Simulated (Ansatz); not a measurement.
# SnH4S + H2O: a complex and its separated parts

Aim: how far the complex at one end of a reaction step lies below its separated, relaxed parts, level by level.

Method: PBE0-D4/def2-TZVP structures, single points in def2-TZVPP, no counterpoise correction; program: Ansatz 0.2.0, Gaussian basis.

Levels: SPW92, PBE-D4, BLYP-D4, r2SCAN-D4, B97M-V, PBE0-D4, B3LYP-D4, r2SCAN0-D4, BHLYP-D4, CAM-B3LYP-D4, wB97X-V, wB97M-V, B2PLYP, PBE-QIDH, RPA on PBE, Hartree-Fock, MP2, CCSD, CCSD(T).

Cores are frozen in the correlated methods. Filled d shells of the heavier atoms are correlated. Core potentials replace the inner electrons past krypton, and spin-orbit coupling is left out. B3LYP uses VWN-RPA correlation. B2PLYP carries no dispersion term here.

88 further runs of the same task are left out: 88 set aside as unsound or not needed. Runs told in other sessions of the task aren't counted.

**1. The system as given**

The complex: 9 atoms, charge 0, spin multiplicity 1.

Atoms are counted from 1 here; the program's logs count them from 0.

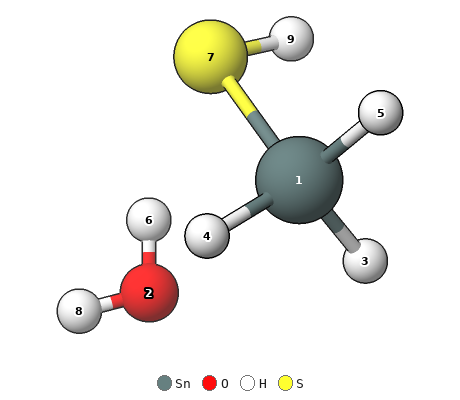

Start geometry, drawn with tin teal, oxygen red, hydrogen white, sulfur yellow; atoms are numbered from 1 in the order of the file.

Coordinates:

| atom | x (Å) | y (Å) | z (Å) |
| --- | --- | --- | --- |
| Sn1 | -0.7940 | -0.1277 | -1.0354 |
| O2 | 1.4979 | 1.1820 | 0.9157 |
| H3 | 0.7308 | -0.1416 | -1.7807 |
| H4 | -1.3756 | 1.4176 | -0.6435 |
| H5 | -1.9318 | -0.9682 | -1.9970 |
| H6 | 1.1235 | 0.3939 | 1.3327 |
| S7 | -0.6603 | -1.3087 | 1.0815 |
| H8 | 1.3697 | 1.8902 | 1.5506 |
| H9 | 0.0397 | -2.3374 | 0.5759 |

Its parts: SnH4S holds atoms 1, 3, 4, 5, 7, 9; H2O holds atoms 2, 6, 8. Each part counts its atoms afresh in its own runs.

**2. Relaxing SnH4S alone**

relax-a/in.yaml reads:

```yaml
crystal:
  periodic: [false, false, false]
  atoms:
    - {symbol: Sn, position_ang: [-0.794016, -0.127657, -1.035372]}
    - {symbol: H, position_ang: [0.730821, -0.141647, -1.780691]}
    - {symbol: H, position_ang: [-1.375596, 1.417613, -0.643454]}
    - {symbol: H, position_ang: [-1.931821, -0.968153, -1.996982]}
    - {symbol: S, position_ang: [-0.660284, -1.308741, 1.081487]}
    - {symbol: H, position_ang: [0.039740, -2.337385, 0.575862]}
basis:
  gaussian: {orbitals: def2-TZVP}
hamiltonian: {xc: pbe0, dispersion: d4}
relax: {f_tol: 0.005, max_steps: 200}
```

On the command line:

```console
ansatz run in.yaml --threads 4 --pin off --events-out ev --progress --plain --max-ram 9574MiB
```

Output, shortened:

```text
Functional definition: PBE0
  name "PBE0"
  cite "Adamo & Barone, J. Chem. Phys. 110, 6158 (1999) doi:10.1063/1.478522"
  cite "Perdew, Burke & Ernzerhof, Phys. Rev. Lett. 77, 3865 (1996) doi:10.1103/PhysRevLett.77.3865"
  parent pbe
[...]
908 factors; their error is unknown
[...]
mean field -16728.76845477 eV, -614.7709015464 hartree, gradient 1.4e-5 eV, S^2 0.000000; 0 other end points of the search recorded, 0 dependent functions left out
[...]
reference -16728.76848785 eV, -614.7709027619 hartree; 21, 21 occupied and 90, 90 virtual orbitals, 908 factors
[...]
reference -16728.78030709 eV, -614.7713371109 hartree; 21, 21 occupied and 90, 90 virtual orbitals, 908 factors
Total energy: -16728.87078209 eV, -614.7746620059 hartree
Atom 0 at    -0.791142    -0.147212    -1.024586 Å, force     0.000133    -0.000158     0.000655 eV/Å
Atom 1 at     0.728646    -0.063072    -1.794043 Å, force     0.000119    -0.000098    -0.000205 eV/Å
Atom 2 at    -1.381141     1.402077    -0.644125 Å, force    -0.000175     0.000050    -0.000078 eV/Å
Atom 3 at    -1.894709    -1.013090    -1.994771 Å, force    -0.000106     0.000047    -0.000329 eV/Å
Atom 4 at    -0.553965    -1.251070     1.099307 Å, force     0.000715    -0.001544    -0.000680 eV/Å
Atom 5 at    -0.098846    -2.393601     0.559068 Å, force    -0.000686     0.001703     0.000636 eV/Å
Dipole moment:     0.024101     0.000634    -0.318271 e Å
```

Wall time 12 s (4 threads of Arm Neoverse V1, shared host).

Relaxation path: (the energy doesn't fall at every step)

| step | energy from step 1 (eV) | largest force component (eV/Å) |
| --- | --- | --- |
| 1 | 0.0000 | 0.3543 |
| 2 | 0.0012 | 0.2501 |
| 3 | -0.0103 | 0.0330 |
| 4 | -0.0114 | 0.0232 |
| 5 | -0.0085 | 0.3555 |
| 6 | -0.0117 | 0.0038 |
| 7 | -0.0116 | 0.1113 |
| 8 | -0.0119 | 0.0088 |
| 9 | -0.0119 | 0.0315 |
| 10 | -0.0119 | 0.0062 |
| 11 | -0.0118 | 0.0207 |
| 12 | -0.0119 | 0.0004 |
| 13 | -0.0119 | 0.0017 |

Distances of close pairs at the start and the end, largest changes first:

| bond | before (Å) | after (Å) | change (Å) |
| --- | --- | --- | --- |
| Sn1–S5 | 2.428 | 2.405 | -0.022 |
| Sn1–H2 | 1.697 | 1.706 | +0.008 |
| Sn1–H4 | 1.710 | 1.706 | -0.005 |
| Sn1–H3 | 1.697 | 1.701 | +0.004 |
| S5–H6 | 1.343 | 1.343 | +0.000 |

**3. Relaxing H2O alone**

relax-b/in.yaml reads:

```yaml
crystal:
  periodic: [false, false, false]
  atoms:
    - {symbol: O, position_ang: [1.497944, 1.181991, 0.915744]}
    - {symbol: H, position_ang: [1.123530, 0.393900, 1.332689]}
    - {symbol: H, position_ang: [1.369682, 1.890179, 1.550616]}
basis:
  gaussian: {orbitals: def2-TZVP}
hamiltonian: {xc: pbe0, dispersion: d4}
relax: {f_tol: 0.005, max_steps: 200}
```

On the command line:

```console
ansatz run in.yaml --threads 4 --pin off --events-out ev --progress --plain --max-ram 9574MiB
```

Output, shortened:

```text
[... 5 set-up lines as earlier in the session ...]
[...]
239 factors; their error is unknown
[...]
mean field -2078.33151081 eV, -76.3772742787 hartree, gradient 1.7e-5 eV, S^2 0.000000; 0 other end points of the search recorded, 0 dependent functions left out
[...]
reference -2078.33309057 eV, -76.3773323337 hartree; 5, 5 occupied and 38, 38 virtual orbitals, 239 factors
Total energy: -2078.33734653 eV, -76.3774887372 hartree
Atom 0 at     1.497434     1.179476     0.915587 Å, force    -0.001008    -0.000387     0.001994 eV/Å
Atom 1 at     1.124922     0.399582     1.332524 Å, force     0.000553     0.000245    -0.001078 eV/Å
Atom 2 at     1.368800     1.887011     1.550939 Å, force     0.000455     0.000143    -0.000916 eV/Å
Dipole moment:    -0.184775    -0.026678     0.387985 e Å
```

Wall time 0.5 s (4 threads of Arm Neoverse V1, shared host).

Along the way:

| step | energy from step 1 (eV) | largest force component (eV/Å) |
| --- | --- | --- |
| 1 | 0.0000 | 0.3393 |
| 2 | -0.0015 | 0.0737 |
| 3 | -0.0016 | 0.0020 |

Distances of close pairs at the start and the end, largest changes first:

| bond | before (Å) | after (Å) | change (Å) |
| --- | --- | --- | --- |
| O1–H2 | 0.967 | 0.960 | -0.007 |
| O1–H3 | 0.960 | 0.960 | -0.000 |

**4. SPW92/def2-TZVPP**

parta/in.yaml reads:

```yaml
crystal:
  periodic: [false, false, false]
  atoms:
    - {symbol: Sn, position_ang: [-0.791142, -0.147212, -1.024586]}
    - {symbol: H, position_ang: [0.728646, -0.063072, -1.794043]}
    - {symbol: H, position_ang: [-1.381141, 1.402077, -0.644125]}
    - {symbol: H, position_ang: [-1.894709, -1.013090, -1.994771]}
    - {symbol: S, position_ang: [-0.553965, -1.251070, 1.099307]}
    - {symbol: H, position_ang: [-0.098846, -2.393601, 0.559068]}
basis:
  gaussian: {orbitals: def2-TZVPP}
hamiltonian: {xc: lda}
```

partb/in.yaml reads:

```yaml
crystal:
  periodic: [false, false, false]
  atoms:
    - {symbol: O, position_ang: [1.497434, 1.179476, 0.915587]}
    - {symbol: H, position_ang: [1.124922, 0.399582, 1.332524]}
    - {symbol: H, position_ang: [1.368800, 1.887011, 1.550939]}
basis:
  gaussian: {orbitals: def2-TZVPP}
hamiltonian: {xc: lda}
```

Each run has its own folder and the same command.

On the command line:

```console
ansatz run in.yaml --threads 4 --pin off --events-out ev --progress --plain --max-ram 9574MiB
```

parta printed, shortened:

```text
Functional definition: SPW92
  name "SPW92"
  cite "Dirac, Proc. Camb. Phil. Soc. 26, 376 (1930) doi:10.1017/S0305004100016108"
  cite "Slater, Phys. Rev. 81, 385 (1951) doi:10.1103/PhysRev.81.385"
  cite "Perdew & Wang, Phys. Rev. B 45, 13244 (1992) doi:10.1103/PhysRevB.45.13244"
[...]
908 factors; their error is unknown
[...]
mean field -16684.87881728 eV, -613.1579871179 hartree, gradient 2.2e-5 eV, S^2 0.000000; 0 other end points of the search recorded, 0 dependent functions left out
reference -16684.87886011 eV, -613.1579886918 hartree; 21, 21 occupied and 127, 127 virtual orbitals, 908 factors
Total energy: -16684.87886011 eV, -613.1579886918 hartree
```

partb printed, shortened:

```text
[... 5 set-up lines as earlier in the session ...]
[...]
269 factors; their error is unknown
[...]
mean field -2065.39696284 eV, -75.9019384080 hartree, gradient 5.3e-5 eV, S^2 0.000000; 0 other end points of the search recorded, 0 dependent functions left out
reference -2065.39698167 eV, -75.9019391001 hartree; 5, 5 occupied and 54, 54 virtual orbitals, 269 factors
Total energy: -2065.39698167 eV, -75.9019391001 hartree
```

Wall times: 0.45 s (parta), 0.15 s (partb) on 4 threads of Arm Neoverse V1, shared host.

**5. PBE-D4/def2-TZVPP**

The same edit goes into each in.yaml of step 4 (parta, partb):

```diff
-hamiltonian: {xc: lda}
+hamiltonian: {xc: pbe, dispersion: d4}
```

The same command starts each run, in its folder.

On the command line:

```console
ansatz run in.yaml --threads 4 --pin off --events-out ev --progress --plain --max-ram 9574MiB
```

parta printed, shortened:

```text
Functional definition: PBE
  name "PBE"
[... 2 set-up lines as earlier in the session ...]
[...]
908 factors; their error is unknown
[...]
mean field -16727.50172359 eV, -614.7243500340 hartree, gradient 2.0e-5 eV, S^2 0.000000; 0 other end points of the search recorded, 0 dependent functions left out
reference -16727.50176909 eV, -614.7243517060 hartree; 21, 21 occupied and 127, 127 virtual orbitals, 908 factors
Total energy: -16727.60879442 eV, -614.7282848144 hartree
```

Log of partb, shortened:

```text
[... 4 set-up lines as earlier in the session ...]
[...]
269 factors; their error is unknown
[...]
mean field -2078.40759818 eV, -76.3800704380 hartree, gradient 4.4e-5 eV, S^2 0.000000; 0 other end points of the search recorded, 0 dependent functions left out
reference -2078.40761866 eV, -76.3800711904 hartree; 5, 5 occupied and 54, 54 virtual orbitals, 269 factors
Total energy: -2078.41293588 eV, -76.3802665945 hartree
```

Times: 0.75 s (parta), 0.15 s (partb) on 4 threads of Arm Neoverse V1, shared host.

**6. BLYP-D4/def2-TZVPP**

Each input of step 5 (parta, partb) changes in the same lines:

```diff
-hamiltonian: {xc: pbe, dispersion: d4}
+hamiltonian: {xc: {name: BLYP}, dispersion: d4}
```

The same command starts each run, in its folder.

On the command line:

```console
ansatz run in.yaml --threads 4 --pin off --events-out ev --progress --plain --max-ram 9574MiB
```

parta printed, shortened:

```text
Functional definition: BLYP
  name "BLYP"
  cite "Becke, Phys. Rev. A 38, 3098 (1988) doi:10.1103/PhysRevA.38.3098"
  cite "Lee, Yang & Parr, Phys. Rev. B 37, 785 (1988) doi:10.1103/PhysRevB.37.785"
[...]
908 factors; their error is unknown
[...]
mean field -16730.71100546 eV, -614.8422889674 hartree, gradient 7.5e-5 eV, S^2 0.000000; 0 other end points of the search recorded, 0 dependent functions left out
reference -16730.71135824 eV, -614.8423019318 hartree; 21, 21 occupied and 127, 127 virtual orbitals, 908 factors
Total energy: -16730.94089797 eV, -614.8507373615 hartree
```

partb printed, shortened:

```text
[... 4 set-up lines as earlier in the session ...]
[...]
269 factors; their error is unknown
[...]
mean field -2080.27681135 eV, -76.4487627547 hartree, gradient 8.6e-5 eV, S^2 0.000000; 0 other end points of the search recorded, 0 dependent functions left out
reference -2080.27700090 eV, -76.4487697205 hartree; 5, 5 occupied and 54, 54 virtual orbitals, 269 factors
Total energy: -2080.28984370 eV, -76.4492416850 hartree
```

Times: 0.75 s (parta), 0.15 s (partb) on 4 threads of Arm Neoverse V1, shared host.

**7. r2SCAN-D4/def2-TZVPP**

Each input of step 6 (parta, partb) changes in the same lines:

```diff
-hamiltonian: {xc: {name: BLYP}, dispersion: d4}
+hamiltonian: {xc: r2scan, dispersion: d4}
```

One command serves all of them, each in its own folder.

On the command line:

```console
ansatz run in.yaml --threads 4 --pin off --events-out ev --progress --plain --max-ram 9574MiB
```

Log of parta, shortened:

```text
Functional definition: r2SCAN
  name "r2SCAN"
  cite "Furness, Kaplan, Ning, Perdew & Sun, J. Phys. Chem. Lett. 11, 8208 (2020) doi:10.1021/acs.jpclett.0c02405"
  cite "Furness, Kaplan, Ning, Perdew & Sun, J. Phys. Chem. Lett. 11, 9248 (2020) doi:10.1021/acs.jpclett.0c03077"
  parent r2scan
[...]
908 factors; their error is unknown
[...]
mean field -16733.93047979 eV, -614.9606024668 hartree, gradient 3.3e-5 eV, S^2 0.000000; 0 other end points of the search recorded, 0 dependent functions left out
reference -16733.93049330 eV, -614.9606029633 hartree; 21, 21 occupied and 127, 127 virtual orbitals, 908 factors
Total energy: -16733.95391641 eV, -614.9614637468 hartree
```

partb printed, shortened:

```text
[... 5 set-up lines as earlier in the session ...]
[...]
269 factors; their error is unknown
[...]
mean field -2079.58116030 eV, -76.4231980503 hartree, gradient 8.5e-5 eV, S^2 0.000000; 0 other end points of the search recorded, 0 dependent functions left out
reference -2079.58116550 eV, -76.4231982416 hartree; 5, 5 occupied and 54, 54 virtual orbitals, 269 factors
Total energy: -2079.58243807 eV, -76.4232450075 hartree
```

They took 1.6 s (parta), 0.45 s (partb) on 4 threads of Arm Neoverse V1, shared host.

**8. B97M-V/def2-TZVPP**

The same edit goes into each in.yaml of step 7 (parta, partb):

```diff
-hamiltonian: {xc: r2scan, dispersion: d4}
+hamiltonian: {xc: {name: B97M-V}}
```

Each run has its own folder and the same command.

On the command line:

```console
ansatz run in.yaml --threads 4 --pin off --events-out ev --progress --plain --max-ram 9574MiB
```

Output in parta, shortened:

```text
Functional definition: B97M-V
  name "B97M-V"
  cite "Mardirossian & Head-Gordon, J. Chem. Phys. 142, 074111 (2015) doi:10.1063/1.4907719"
  cite "Becke, J. Chem. Phys. 107, 8554 (1997) doi:10.1063/1.475007"
  cite "Vydrov & Van Voorhis, J. Chem. Phys. 133, 244103 (2010) doi:10.1063/1.3521275"
  # Of w^i u^j: cxij and so on, Table III.
[...]
  gx(w, u) = cx00 + cx01*u + cx02*u^2 + (cx10 + cx11*u)*w
[...]
  gos(w, u) = cos00 + cos01*u + cos03*u^3 + cos10*w + cos32*w^3*u^2
[...]
      + integral(e_c_pw_mod_opposite_spin*gos(b97_w_opposite, b97_u_opposite)) + vv10(b, c)
908 factors; their error is unknown
[...]
mean field -16729.98792588 eV, -614.8157162829 hartree, gradient 3.8e-5 eV, S^2 0.000000; 0 other end points of the search recorded, 0 dependent functions left out
reference -16729.98799260 eV, -614.8157187348 hartree; 21, 21 occupied and 127, 127 virtual orbitals, 908 factors
Total energy: -16729.98799260 eV, -614.8157187348 hartree
```

Output in partb, shortened:

```text
[... 5 set-up lines as earlier in the session ...]
  # Of w^i u^j: cxij and so on, Table III.
[...]
  gx(w, u) = cx00 + cx01*u + cx02*u^2 + (cx10 + cx11*u)*w
[...]
  gos(w, u) = cos00 + cos01*u + cos03*u^3 + cos10*w + cos32*w^3*u^2
[...]
      + integral(e_c_pw_mod_opposite_spin*gos(b97_w_opposite, b97_u_opposite)) + vv10(b, c)
269 factors; their error is unknown
[...]
mean field -2079.93552433 eV, -76.4362206881 hartree, gradient 2.9e-5 eV, S^2 0.000000; 0 other end points of the search recorded, 0 dependent functions left out
reference -2079.93555114 eV, -76.4362216736 hartree; 5, 5 occupied and 54, 54 virtual orbitals, 269 factors
Total energy: -2079.93555114 eV, -76.4362216736 hartree
```

Wall times: 3 s (parta), 0.45 s (partb) on 4 threads of Arm Neoverse V1, shared host.

**9. PBE0-D4/def2-TZVPP**

The same edit goes into each in.yaml of step 8 (parta, partb):

```diff
-hamiltonian: {xc: {name: B97M-V}}
+hamiltonian: {xc: pbe0, dispersion: d4}
+output: {orbitals: {seedname: orbitals}}
```

The same command starts each run, in its folder.

On the command line:

```console
ansatz run in.yaml --threads 4 --pin off --events-out ev --progress --plain --max-ram 9574MiB
```

Log of parta, shortened:

```text
[... 5 set-up lines as earlier in the session ...]
[...]
1012 factors; their error is unknown
[...]
mean field -16728.81333184 eV, -614.7725507481 hartree, gradient 1.4e-5 eV, S^2 0.000000; 0 other end points of the search recorded, 0 dependent functions left out
reference -16728.81336411 eV, -614.7725519339 hartree; 21, 21 occupied and 127, 127 virtual orbitals, 1012 factors
Total energy: -16728.90383911 eV, -614.7758768289 hartree
```

partb printed, shortened:

```text
[... 5 set-up lines as earlier in the session ...]
[...]
269 factors; their error is unknown
[...]
mean field -2078.42782290 eV, -76.3808136828 hartree, gradient 1.2e-5 eV, S^2 0.000000; 0 other end points of the search recorded, 0 dependent functions left out
reference -2078.42783741 eV, -76.3808142158 hartree; 5, 5 occupied and 54, 54 virtual orbitals, 269 factors
Total energy: -2078.43209336 eV, -76.3809706192 hartree
```

Wall times: 1 s (parta), 0.15 s (partb) on 4 threads of Arm Neoverse V1, shared host.

**10. B3LYP-D4/def2-TZVPP**

Each input of step 9 (parta, partb) changes in the same lines:

```diff
-hamiltonian: {xc: pbe0, dispersion: d4}
-output: {orbitals: {seedname: orbitals}}
+hamiltonian: {xc: {name: B3LYP}, dispersion: d4}
```

One command serves all of them, each in its own folder.

On the command line:

```console
ansatz run in.yaml --threads 4 --pin off --events-out ev --progress --plain --max-ram 9574MiB
```

parta printed, shortened:

```text
Functional definition: B3LYP
  name "B3LYP"
  cite "Stephens, Devlin, Chabalowski & Frisch, J. Phys. Chem. 98, 11623 (1994) doi:10.1021/j100096a001"
[... 2 set-up lines as earlier in the session ...]
  cite "Vosko, Wilk & Nusair, Can. J. Phys. 58, 1200 (1980) doi:10.1139/p80-159"
[...]
964 factors; their error is unknown
[...]
mean field -16735.18755014 eV, -615.0067989500 hartree, gradient 1.2e-5 eV, S^2 0.000000; 0 other end points of the search recorded, 0 dependent functions left out
reference -16735.18780831 eV, -615.0068084378 hartree; 21, 21 occupied and 127, 127 virtual orbitals, 964 factors
Total energy: -16735.36333952 eV, -615.0132590906 hartree
```

Log of partb, shortened:

```text
[... 6 set-up lines as earlier in the session ...]
[...]
269 factors; their error is unknown
[...]
mean field -2080.76396348 eV, -76.4666652656 hartree, gradient 1.1e-5 eV, S^2 0.000000; 0 other end points of the search recorded, 0 dependent functions left out
reference -2080.76410185 eV, -76.4666703504 hartree; 5, 5 occupied and 54, 54 virtual orbitals, 269 factors
Total energy: -2080.77252816 eV, -76.4669800117 hartree
```

Wall times: 1.1 s (parta), 0.2 s (partb) on 4 threads of Arm Neoverse V1, shared host.

**11. r2SCAN0-D4/def2-TZVPP**

Each input of step 10 (parta, partb) changes in the same lines:

```diff
-hamiltonian: {xc: {name: B3LYP}, dispersion: d4}
+hamiltonian: {xc: {name: r2SCAN0}, dispersion: d4}
```

One command serves all of them, each in its own folder.

On the command line:

```console
ansatz run in.yaml --threads 4 --pin off --events-out ev --progress --plain --max-ram 9574MiB
```

Output in parta, shortened:

```text
Functional definition: r2SCAN0
  name "r2SCAN0"
  cite "Bursch, Neugebauer, Ehlert & Grimme, J. Chem. Phys. 156, 134105 (2022) doi:10.1063/5.0086040"
[... 3 set-up lines as earlier in the session ...]
[...]
1012 factors; their error is unknown
[...]
mean field -16733.07065232 eV, -614.9290043901 hartree, gradient 2.9e-5 eV, S^2 0.000000; 0 other end points of the search recorded, 0 dependent functions left out
reference -16733.07066292 eV, -614.9290047797 hartree; 21, 21 occupied and 127, 127 virtual orbitals, 1012 factors
Total energy: -16733.09941096 eV, -614.9300612506 hartree
```

Log of partb, shortened:

```text
[... 6 set-up lines as earlier in the session ...]
[...]
269 factors; their error is unknown
[...]
mean field -2079.27469889 eV, -76.4119358010 hartree, gradient 2.0e-5 eV, S^2 0.000000; 0 other end points of the search recorded, 0 dependent functions left out
reference -2079.27470299 eV, -76.4119359517 hartree; 5, 5 occupied and 54, 54 virtual orbitals, 269 factors
Total energy: -2079.27610718 eV, -76.4119875549 hartree
```

They took 1.8 s (parta), 0.45 s (partb) on 4 threads of Arm Neoverse V1, shared host.

**12. BHLYP-D4/def2-TZVPP**

Each input of step 11 (parta, partb) changes in the same lines:

```diff
-hamiltonian: {xc: {name: r2SCAN0}, dispersion: d4}
+hamiltonian: {xc: {name: BHLYP}, dispersion: d4}
```

The same command starts each run, in its folder.

On the command line:

```console
ansatz run in.yaml --threads 4 --pin off --events-out ev --progress --plain --max-ram 9574MiB
```

parta printed, shortened:

```text
Functional definition: BHLYP
  name "BHLYP"
  cite "Becke, J. Chem. Phys. 98, 1372 (1993) doi:10.1063/1.464304"
[... 2 set-up lines as earlier in the session ...]
[...]
1055 factors; their error is unknown
[...]
mean field -16730.50142094 eV, -614.8345868782 hartree, gradient 7.4e-5 eV, S^2 0.000000; 0 other end points of the search recorded, 0 dependent functions left out
reference -16730.50159095 eV, -614.8345931261 hartree; 21, 21 occupied and 127, 127 virtual orbitals, 1055 factors
Total energy: -16730.65871179 eV, -614.8403672103 hartree
```

partb printed, shortened:

```text
[... 5 set-up lines as earlier in the session ...]
[...]
295 factors; their error is unknown
[...]
mean field -2079.57888340 eV, -76.4231143758 hartree, gradient 2.0e-5 eV, S^2 0.000000; 0 other end points of the search recorded, 0 dependent functions left out
reference -2079.57897420 eV, -76.4231177125 hartree; 5, 5 occupied and 54, 54 virtual orbitals, 295 factors
Total energy: -2079.58392616 eV, -76.4232996937 hartree
```

They took 1 s (parta), 0.2 s (partb) on 4 threads of Arm Neoverse V1, shared host.

(Part 1 of 2 ends here.)
